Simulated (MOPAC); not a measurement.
Frequency calculation, with input and output: C2H4FNOSi (part 1 of 3)

C2H4FNOSi, SMILES C[SiH](F)N=C=O, computed with PM6-D3H4, closed shell, dispersion D3H4 (MOPAC 23.2.5).

The geometry was optimised with PM6-D3H4.

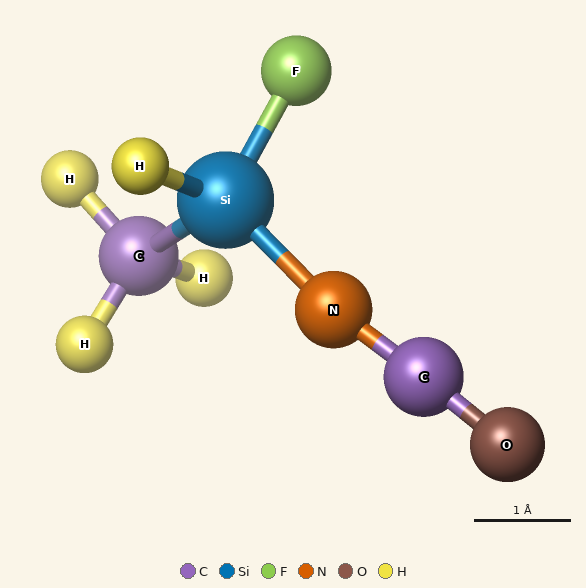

*The input geometry (ball-and-stick view, seen at a tilt).*

The input (calc.mop):
```
PM6-D3H4 FORCE THERMO(298,398,100) AUX(PRECISION=9) THREADS=1
C2H4FNOSi frequencies

C     -1.285850 +1    -0.666583 +1     0.623496 +1
Si     0.241976 +1    -0.588463 +1    -0.387611 +1
F      1.271623 +1    -1.639930 +1     0.199378 +1
N      0.943673 +1     0.968975 +1    -0.410525 +1
C      1.574499 +1     2.006488 +1    -0.301681 +1
O      2.151459 +1     3.028330 +1    -0.227447 +1
H     -1.107252 +1    -0.385013 +1     1.688742 +1
H     -1.682826 +1    -1.715329 +1     0.581742 +1
H     -2.030211 +1     0.038472 +1     0.168810 +1
H      0.019803 +1    -1.009449 +1    -1.749962 +1
```

Machine: 1 thread of Intel Xeon (Sapphire Rapids), 64 GiB of memory available, shared host.

Launch command:
```bash
mopac calc.mop
```

The program's output:
```
MOPAC v23.2.5
PM6-D3H4 CALCULATION RESULTS

 *  PM6-D3H4   - CORRECT DISPERSION AND HYDROGEN BOND TERMS USING THE D3H4 METHOD
 *  FORCE      - FORCE CALCULATION SPECIFIED
 *  THREADS=1  - MULTI-THREADING NOT USED
 *  AUX        - OUTPUT AUXILIARY INFORMATION
 *  THERMO     - THERMODYNAMIC QUANTITIES TO BE CALCULATED
PM6-D3H4 FORCE THERMO(298,398,100) AUX(PRECISION=9) THREADS=1
 C2H4FNOSi frequencies

   ATOM   CHEMICAL          X               Y               Z
  NUMBER   SYMBOL      (ANGSTROMS)     (ANGSTROMS)     (ANGSTROMS)

     1       C         -1.28585000  *  -0.66658300  *   0.62349600  *
     2      Si          0.24197600  *  -0.58846300  *  -0.38761100  *
     3       F          1.27162300  *  -1.63993000  *   0.19937800  *
     4       N          0.94367300  *   0.96897500  *  -0.41052500  *
     5       C          1.57449900  *   2.00648800  *  -0.30168100  *
     6       O          2.15145900  *   3.02833000  *  -0.22744700  *
     7       H         -1.10725200  *  -0.38501300  *   1.68874200  *
     8       H         -1.68282600  *  -1.71532900  *   0.58174200  *
     9       H         -2.03021100  *   0.03847200  *   0.16881000  *
    10       H          0.01980300  *  -1.00944900  *  -1.74996200  *

          CARTESIAN COORDINATES

    NO.       ATOM           X           Y           Z

     1         C         -1.2858     -0.6666      0.6235
     2        Si          0.2420     -0.5885     -0.3876
     3         F          1.2716     -1.6399      0.1994
     4         N          0.9437      0.9690     -0.4105
     5         C          1.5745      2.0065     -0.3017
     6         O          2.1515      3.0283     -0.2274
     7         H         -1.1073     -0.3850      1.6887
     8         H         -1.6828     -1.7153      0.5817
     9         H         -2.0302      0.0385      0.1688
    10         H          0.0198     -1.0094     -1.7500

           Empirical Formula: C2 H4 N O Si F  =    10 atoms

      MOLECULAR POINT GROUP   :   C1

      RHF CALCULATION, NO. OF DOUBLY OCCUPIED LEVELS = 17

          HEAT OF FORMATION =    -154.231672 KCALS/MOLE

          CARTESIAN COORDINATE DERIVATIVES

   NUMBER  ATOM         X            Y            Z

     1       C     -0.001671     0.002634     0.000402
     2      Si     -0.001552    -0.007530     0.015371
     3       F     -0.009438     0.011319     0.005424
     4       N     -0.021312     0.002496     0.059416
     5       C     -0.005326    -0.005773     0.007394
     6       O      0.035960    -0.017245    -0.069851
     7       H     -0.008292     0.005451    -0.004172
     8       H      0.006645    -0.007001    -0.007967
     9       H      0.003620     0.012585     0.007818
    10       H      0.001366     0.003064    -0.013836

 DIPOLE           X         Y         Z       TOTAL
 POINT-CHG.    -1.649    -1.010     2.376     3.063
 HYBRID        -0.111     0.407    -1.386     1.449
 SUM           -1.760    -0.603     0.990     2.108

          GRADIENT NORM =   0.10880

          MOLECULAR WEIGHT =  105.14

          ROTATIONAL CONSTANTS IN CM(-1)

          A =    0.20557064   B =    0.04914720   C =    0.04259459

           PRINCIPAL MOMENTS OF INERTIA IN UNITS OF 10**(-40)*GRAM-CM**2

          A =      136.1710   B =      569.5697   C =      657.1903

          ORIENTATION OF MOLECULE IN FORCE CALCULATION

    NO.       ATOM         X         Y         Z

     1          C      -2.1291    0.2446    0.9437
     2         Si      -0.2953    0.2446    0.9437
     3          F       0.1941    1.7515    0.9437
     4          N       0.3683   -0.5871   -0.3929
     5          C       0.8781   -1.0032   -1.4191
     6          O       1.3614   -1.4500   -2.3935
     7          H      -2.5556    0.7237    0.0302
     8          H      -2.4815    0.8034    1.8508
     9          H      -2.4685   -0.8228    1.0008
    10          H       0.2528   -0.3221    2.1524

    FIRST DERIVATIVES WILL BE USED IN THE CALCULATION OF SECOND DERIVATIVES

          ESTIMATED TIME TO COMPLETE CALCULATION =        0.47 SECONDS

    FOR POINT-GROUP C1   THERE ARE   1 UNIQUE SYMMETRY FUNCTIONS.

 STEP:   1 TIME =     0.01 SECS, INTEGRAL =      0.01 TIME LEFT: 172799.98
 STEP:   2 TIME =     0.01 SECS, INTEGRAL =      0.02 TIME LEFT: 172799.98
 STEP:   3 TIME =     0.01 SECS, INTEGRAL =      0.02 TIME LEFT: 172799.97
 STEP:   4 TIME =     0.01 SECS, INTEGRAL =      0.03 TIME LEFT: 172799.96
 STEP:   5 TIME =     0.01 SECS, INTEGRAL =      0.04 TIME LEFT: 172799.95
 STEP:   6 TIME =     0.01 SECS, INTEGRAL =      0.05 TIME LEFT: 172799.95
 STEP:   7 TIME =     0.00 SECS, INTEGRAL =      0.05 TIME LEFT: 172799.95
 STEP:   8 TIME =     0.00 SECS, INTEGRAL =      0.05 TIME LEFT: 172799.95
 STEP:   9 TIME =     0.01 SECS, INTEGRAL =      0.05 TIME LEFT: 172799.94
 STEP:  10 TIME =     0.01 SECS, INTEGRAL =      0.06 TIME LEFT: 172799.93
 STEP:  11 TIME =     0.01 SECS, INTEGRAL =      0.07 TIME LEFT: 172799.92
 STEP:  12 TIME =     0.01 SECS, INTEGRAL =      0.08 TIME LEFT: 172799.91
 STEP:  13 TIME =     0.01 SECS, INTEGRAL =      0.09 TIME LEFT: 172799.91
 STEP:  14 TIME =     0.01 SECS, INTEGRAL =      0.09 TIME LEFT: 172799.90
 STEP:  15 TIME =     0.01 SECS, INTEGRAL =      0.10 TIME LEFT: 172799.89
 STEP:  16 TIME =     0.01 SECS, INTEGRAL =      0.11 TIME LEFT: 172799.88
 STEP:  17 TIME =     0.01 SECS, INTEGRAL =      0.12 TIME LEFT: 172799.88
 STEP:  18 TIME =     0.00 SECS, INTEGRAL =      0.12 TIME LEFT: 172799.88
 STEP:  19 TIME =     0.00 SECS, INTEGRAL =      0.12 TIME LEFT: 172799.88
 STEP:  20 TIME =     0.01 SECS, INTEGRAL =      0.12 TIME LEFT: 172799.87
 STEP:  21 TIME =     0.01 SECS, INTEGRAL =      0.13 TIME LEFT: 172799.86
 STEP:  22 TIME =     0.01 SECS, INTEGRAL =      0.14 TIME LEFT: 172799.85
 STEP:  23 TIME =     0.01 SECS, INTEGRAL =      0.15 TIME LEFT: 172799.84
 STEP:  24 TIME =     0.01 SECS, INTEGRAL =      0.16 TIME LEFT: 172799.84
 STEP:  25 TIME =     0.01 SECS, INTEGRAL =      0.16 TIME LEFT: 172799.83
 STEP:  26 TIME =     0.00 SECS, INTEGRAL =      0.16 TIME LEFT: 172799.83
 STEP:  27 TIME =     0.00 SECS, INTEGRAL =      0.16 TIME LEFT: 172799.83
 STEP:  28 TIME =     0.01 SECS, INTEGRAL =      0.17 TIME LEFT: 172799.82
 STEP:  29 TIME =     0.01 SECS, INTEGRAL =      0.18 TIME LEFT: 172799.81
 STEP:  30 TIME =     0.01 SECS, INTEGRAL =      0.19 TIME LEFT: 172799.80

(To convert to Hartree/Bohr^2, multiply by (10^(-21) x N x a0^2)/(4.184 x 627.51) =  0.0642)

           FORCE MATRIX IN MILLIDYNES/ANGSTROM

                  C  1      Si  2       F  3       N  4       C  5       O  6
 ------------------------------------------------------------------------------
     C    1   9.761984
    Si    2   3.060083  10.409684
     F    3   0.277217   3.376312   3.465914
     N    4   0.316406   3.076337   0.264220  17.348096
     C    5   0.204843   1.862266   0.107831  11.611331  26.547264
     O    6   0.092522   0.525941   0.044667   2.466105  13.323114  15.342983
     H    7   3.391653   0.443325   0.027850   0.047844   0.046199   0.019030
     H    8   3.333226   0.485929   0.038309   0.042494   0.018091   0.007050
     H    9   3.333844   0.486777   0.049401   0.044771   0.039501   0.017287
     H   10   0.231265   2.740929   0.208779   0.147606   0.063178   0.035409

                  H  7       H  8       H  9       H 10
 ------------------------------------------------------
     H    7   4.180859
     H    8   0.556827   4.125174
     H    9   0.554220   0.542612   4.125905
     H   10   0.028329   0.028048   0.029254   2.761482

          HEAT OF FORMATION =    -154.231672 KCALS/MOLE

          ZERO POINT ENERGY      35.801 KCAL/MOL

           NORMAL COORDINATE ANALYSIS (Total motion = 1 Angstrom)

   Root No.       1         2         3         4         5         6         7         8

                 1 A       2 A       3 A       4 A       5 A       6 A       7 A       8 A

                  72.4      88.5     118.6     225.4     263.5     302.5     496.8     507.9

           1   -0.0218    0.0021   -0.0015    0.0019   -0.0671    0.0365   -0.0041    0.0195
           2    0.0513    0.0061   -0.0031   -0.0927   -0.0247    0.0248    0.0013    0.0075
           3    0.1038   -0.0686    0.0013   -0.0483    0.0391   -0.0350    0.0097   -0.0122
           4   -0.0228    0.0028   -0.0016    0.0008   -0.0651    0.0358   -0.0019    0.0089
           5   -0.0172   -0.0088   -0.0004    0.0318   -0.0147   -0.0468    0.0021   -0.0030
           6   -0.0064    0.0323   -0.0031    0.0134    0.0066    0.0696    0.0039   -0.0250
           7    0.0376    0.0129    0.0063    0.0824    0.0815   -0.0420   -0.0049   -0.0112
           8   -0.0363   -0.0112   -0.0033    0.0072   -0.0663   -0.0258    0.0027   -0.0085
           9   -0.0828   -0.0725    0.0206   -0.0077   -0.0727   -0.0580    0.0005    0.0098
          10   -0.1030    0.0528   -0.0085   -0.0855    0.1071   -0.0437   -0.1455   -0.0327
          11   -0.0635   -0.0959    0.0147    0.0097    0.1291    0.0770   -0.0019   -0.1387
          12   -0.0194    0.1088   -0.0159   -0.0109    0.0125   -0.0389   -0.0780    0.0533
          13    0.0070   -0.0086   -0.0010   -0.0371    0.0382   -0.0202    0.3823    0.0608
          14    0.0096    0.0075    0.0031    0.0130    0.0592    0.0394   -0.0113    0.3405
          15    0.0046    0.0349   -0.0072    0.0137    0.0101   -0.0083    0.1881   -0.1002
          16    0.0992   -0.0583    0.0050    0.0011   -0.0339    0.0020   -0.1485   -0.0384
          17    0.0713    0.0960   -0.0058    0.0116   -0.0260   -0.0134    0.0007   -0.1206
          18    0.0223   -0.0298   -0.0003    0.0341    0.0135    0.0273   -0.0825    0.0678
          19   -0.0611    0.0570   -0.0047    0.0001   -0.1320    0.2174    0.0703   -0.0751
          20    0.0437   -0.0837   -0.2742   -0.1193   -0.0306    0.0655    0.0025   -0.0165
          21    0.1182   -0.1413   -0.1390   -0.0614    0.0695   -0.1066   -0.0311    0.0260
          22    0.0553   -0.0476   -0.0210   -0.1231   -0.0271   -0.0404   -0.0722    0.0755
          23    0.0865    0.0997    0.2489   -0.1695   -0.0353    0.0662   -0.0012   -0.0031
          24    0.1122   -0.1460   -0.1630   -0.0552    0.0638   -0.0945   -0.0219    0.0200
          25   -0.0569   -0.0075    0.0213    0.1317   -0.0449   -0.0781   -0.0119    0.0678
          26    0.0647    0.0137    0.0043   -0.1420   -0.0321    0.0641    0.0020   -0.0111
          27    0.1504    0.0201    0.3060   -0.1065    0.0576   -0.0820   -0.0264    0.0198
          28    0.0221   -0.0545   -0.0013    0.0031   -0.1233    0.0777    0.0294    0.0012
          29   -0.0031    0.0737   -0.0165    0.0385   -0.0319   -0.0278    0.0215   -0.0320
          30   -0.0198    0.0968   -0.0107    0.0155    0.0242    0.0583   -0.0022   -0.0321

   Root No.       9        10        11        12        13        14        15        16

                 9 A      10 A      11 A      12 A      13 A      14 A      15 A      16 A

                 563.3     614.9     634.3     697.8     781.2     866.3     885.3    1275.3

           1   -0.0605    0.0127   -0.0004    0.0003   -0.1033   -0.0441   -0.0755    0.0854
           2   -0.0063    0.0588   -0.0076   -0.0211    0.0201    0.0236   -0.0258    0.0002
           3    0.0394    0.0025   -0.0426   -0.0065   -0.0406    0.0248    0.0166   -0.0012
           4   -0.0184    0.0007   -0.0019    0.0020    0.0419    0.0386    0.0737   -0.0059
           5    0.0062    0.0186   -0.0135    0.0466   -0.0067   -0.0615    0.0465   -0.0001
           6    0.0518    0.0218    0.0351    0.0050    0.0142   -0.0443   -0.0046    0.0001
           7    0.0225   -0.0221    0.0077   -0.0137    0.0015    0.0089   -0.0188   -0.0003
           8    0.0492   -0.0379    0.0362   -0.0771   -0.0039    0.0344   -0.0377    0.0002
           9    0.0023   -0.0044   -0.0037    0.0151    0.0004    0.0100   -0.0080    0.0000
          10    0.0216    0.0039   -0.0111   -0.0025    0.0022   -0.0041   -0.0072    0.0001
          11   -0.0405   -0.0043   -0.0033   -0.0025    0.0019    0.0159   -0.0045   -0.0006
          12   -0.0238   -0.0110   -0.0190   -0.0099    0.0020   -0.0033    0.0000   -0.0016
          13    0.0198    0.0056    0.0077    0.0027    0.0012   -0.0087   -0.0014   -0.0006
          14   -0.0002   -0.0080   -0.0050    0.0004   -0.0012    0.0083   -0.0003    0.0003
          15   -0.0562   -0.0138   -0.0150   -0.0146    0.0049    0.0109    0.0002    0.0014
          16    0.0293    0.0096    0.0100    0.0089   -0.0023   -0.0134   -0.0003    0.0000
          17   -0.0334   -0.0079   -0.0096   -0.0083    0.0022    0.0118    0.0016    0.0001
          18   -0.0532   -0.0185   -0.0189   -0.0145    0.0032    0.0292    0.0025   -0.0000
          19    0.1531   -0.1352   -0.2258    0.0293   -0.3295   -0.0222   -0.0058   -0.2814
          20    0.0151   -0.0649   -0.0118    0.0280   -0.0331   -0.0116    0.0053   -0.0506
          21   -0.0628    0.0180    0.0781    0.0032    0.0577   -0.0016    0.0022    0.1149
          22   -0.2621   -0.1668    0.2615    0.1078   -0.0249   -0.2064   -0.0783   -0.2805
          23   -0.0114   -0.0748    0.0230    0.0335   -0.0100   -0.0344   -0.0010   -0.0442
          24   -0.0521    0.0017    0.0629    0.0112    0.0070   -0.0229   -0.0094   -0.0915
          25   -0.1112    0.3664   -0.0154   -0.1447   -0.0286    0.0639   -0.2116   -0.2725
          26    0.0102   -0.0795    0.0027    0.0379    0.0005   -0.0166    0.0353    0.0942
          27   -0.0472   -0.0154    0.0556    0.0100    0.0118   -0.0125    0.0081   -0.0078
          28    0.0291   -0.0922   -0.2026    0.0677    0.4089   -0.1781   -0.3820   -0.0101
          29    0.0566   -0.0061    0.0278    0.4680    0.0171    0.3399   -0.2775    0.0000
          30    0.0526    0.0523    0.1469    0.1713   -0.1325    0.2395    0.0387    0.0008

   Root No.      17        18        19        20        21        22        23        24

                17 A      18 A      19 A      20 A      21 A      22 A      23 A      24 A

                1307.2    1314.7    1484.0    2177.1    2266.3    2643.0    2650.5    2806.4
```
